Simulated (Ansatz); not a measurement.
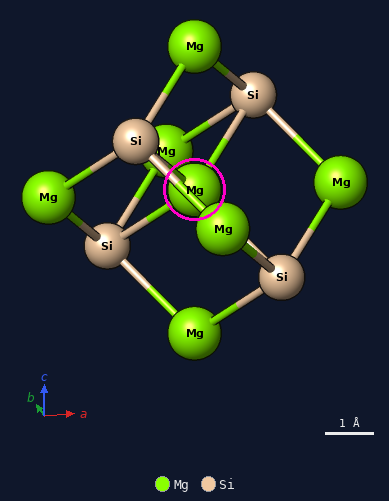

Perfect Mg2Si. The picture is a ball-and-stick view of the atoms within 3.8 Å of one point, seen slightly off an axis.

Theory: Ansatz, DFT, PBEsol, PAW, plane waves. Set-up: plane-wave cutoff 420 eV; k-point mesh 1 × 1 × 1; mesh shifted by (0.25, 0.25, 0.25); collinear spin. Fermi-Dirac smearing of 0.01 eV. A uniform background neutralises the charged cell. The axes drawn are those of the host's conventional cell.

A magnesium atom is replaced by molybdenum at the ringed place, in charge state +1. The supercell has 96 sites, and the atoms are relaxed at the host's cell.

Question: Predict the relaxed surroundings of the defect.

Answer: In the host the Mg atom has 4 Si at 2.74 Å, 6 Mg at 3.16 Å; the Mo atom ends with 4 Si at 2.51 to 2.55 Å. Of the host's atoms, a silicon atom moves furthest from its site, by 0.23 Å. The cell's net moment is 1.00 μB.

The relaxed defect, seen from the same direction:

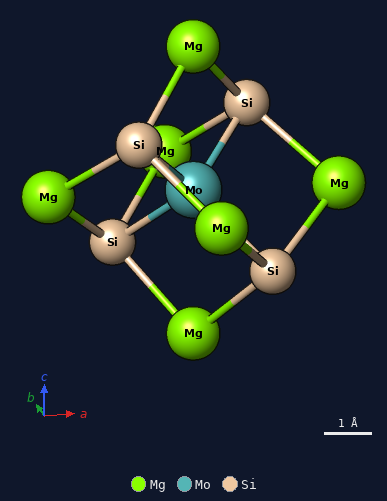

Limits of the set-up: the cell is charged, on a uniform background, and energies carry no finite-size correction.
